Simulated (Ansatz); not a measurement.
# PBE-QIDH/def2-TZVPPD run of HCl (hydrogen chloride)

What is the vertical electron affinity of HCl (hydrogen chloride) at PBE-QIDH/def2-TZVPPD? 

The calculation is run with Ansatz 0.2.0.

32 further runs of the same task are left out: 32 set aside as unsound or not needed.

## 1. The molecule

The species is HCl (2 atoms), meant as a singlet with charge 0. As SMILES, `Cl`. The coordinates come from a PBE0-D4/def2-TZVP relaxation.

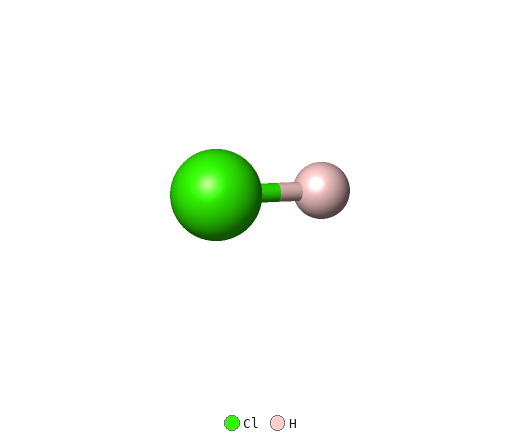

Viewed from a chosen angle; chlorine green, hydrogen pink.

## 2. The energy at PBE-QIDH/def2-TZVPPD

File input.yaml:

```yaml
crystal:
  periodic: [false, false, false]
  atoms:
    - {symbol: Cl, position_ang: [0.546000, -0.178500, 0.280800]}
    - {symbol: H, position_ang: [-0.546000, 0.178500, -0.280800]}
basis:
  gaussian:
    orbitals: def2-TZVPPD.json
hamiltonian:
  xc: {name: PBE-QIDH}
correlation:
  frozen_orbitals: {Cl: 5, H: 0}
output:
  orbitals: {seedname: orbitals}
accuracy: high
```

The basis set def2-TZVPPD is read from a file made from the Basis Set Exchange's data (not shown).

Launch:

```bash
$ ansatz run input.yaml --threads 1 --pin off --max-ram 3480MiB --events-out events.jsonl --progress --plain --runs-dir runs
```

What it wrote:

```text
Warning: RAYON_NUM_THREADS=1 ignored (pool sized by the plan → 1); use --threads N
Functional definition: PBE-QIDH
  name "PBE-QIDH"
  parameter a = 3^(-1/3)
  parameter c = 1/3
  exchange = (1 - a)*pbe_x + a*exact_x
  correlation = (1 - c)*pbe_c + c*(mp2_os + mp2_ss)
849 factors; integrals over basis functions are off by at most 3.7e-9 eV
mean field evaluation 1: about -12530.7754 eV, gradient 9.4e0 eV
mean field evaluation 2: about -12530.7759 eV, gradient 9.4e0 eV
mean field evaluation 4: about -12531.0532 eV, gradient 7.5e-1 eV
mean field evaluation 8: about -12531.0558 eV, gradient 1.4e-2 eV
mean field evaluation 16: about -12531.0558 eV, gradient 2.1e-7 eV
mean field -12531.05582396 eV, -460.5078076758 hartree, gradient 1.3e-8 eV, S^2 0.000000; 0 other end points of the search recorded, 0 dependent functions left out
5 core orbitals not correlated: weight in the atoms' cores, before any rotation towards them, 1.000 or more for the frozen orbitals, at most 0.000 for the correlated occupied ones
reference -12531.05582534 eV, -460.5078077265 hartree; 4, 4 occupied and 59, 59 virtual orbitals, 849 factors
second order -6.27493140 eV of doubles, -0.00000000 eV of singles
Total energy: -12533.14746914 eV, -460.5846742184 hartree
```

It took 1.5 s on 1 thread of Arm Neoverse V2, shared host; peak memory 0.12 GiB.

## 3. The doublet anion, same level

File run.yaml:

```yaml
crystal:
  periodic: [false, false, false]
  atoms:
    - {symbol: Cl, position_ang: [0.546000, -0.178500, 0.280800]}
    - {symbol: H, position_ang: [-0.546000, 0.178500, -0.280800]}
basis:
  gaussian:
    orbitals: def2-TZVPPD.json
total_charge: -1
magnetization:
  spin_polarized: true
  initial_magnetization: 1
hamiltonian:
  xc: {name: PBE-QIDH}
correlation:
  frozen_orbitals: {Cl: 5, H: 0}
accuracy: high
output: {orbitals: {seedname: orbitals}}
```

The basis set def2-TZVPPD is read from a file made from the Basis Set Exchange's data (not shown).

Launch:

```bash
$ ansatz run run.yaml --threads 1 --pin off --max-ram 3480MiB --events-out events.jsonl --progress --plain --runs-dir runs
```

What it wrote, shortened:

```text
Warning: RAYON_NUM_THREADS=1 ignored (pool sized by the plan → 1); use --threads N
[... 2 set-up lines as earlier in the session ...]
[...]
849 factors; integrals over basis functions are off by at most 3.7e-9 eV
[...]
mean field -12529.54230321 eV, -460.4521868143 hartree, gradient 5.0e-8 eV, S^2 0.750511; 2 other end points of the search recorded, 0 dependent functions left out
5 core orbitals not correlated: weight in the atoms' cores, before any rotation towards them, 1.000 or more for the frozen orbitals, at most 0.000 for the correlated occupied ones
reference -12529.54230398 eV, -460.4521868424 hartree; 5, 4 occupied and 58, 59 virtual orbitals, 849 factors
second order -6.59982129 eV of doubles, -0.00000000 eV of singles
Total energy: -12531.74224441 eV, -460.5330331621 hartree
```

Wall time 4.5 s (1 thread of Arm Neoverse V2, shared host); peak memory 0.15 GiB.

## 4. What came out

At PBE-QIDH/def2-TZVPPD, 5 core orbitals frozen:

```
                                                               quantity          value
                                              singlet HCl: total energy  -460.58467 Eh
                         singlet HCl: HOMO energy (SCF part's orbitals)      -11.81 eV
                         singlet HCl: LUMO energy (SCF part's orbitals)        1.21 eV
                       singlet HCl: HOMO–LUMO gap (SCF part's orbitals)       13.02 eV
                                            doublet anion: total energy  -460.53303 Eh
doublet anion: HOMO energy (SCF part's orbitals) (highest over α and β)        2.01 eV
 doublet anion: LUMO energy (SCF part's orbitals) (lowest over α and β)        5.44 eV
                                                    doublet anion: ⟨S²⟩          0.751
                      vertical electron affinity (to the doublet anion)      -1.405 eV
```

The anion lies 1.41 eV (136 kJ/mol) above the neutral: the electron isn't bound at this level, and such a value depends on the basis. The HOMO (doublet anion) lies at positive energy, 2.01 eV; only total energies tell whether the electron is bound.
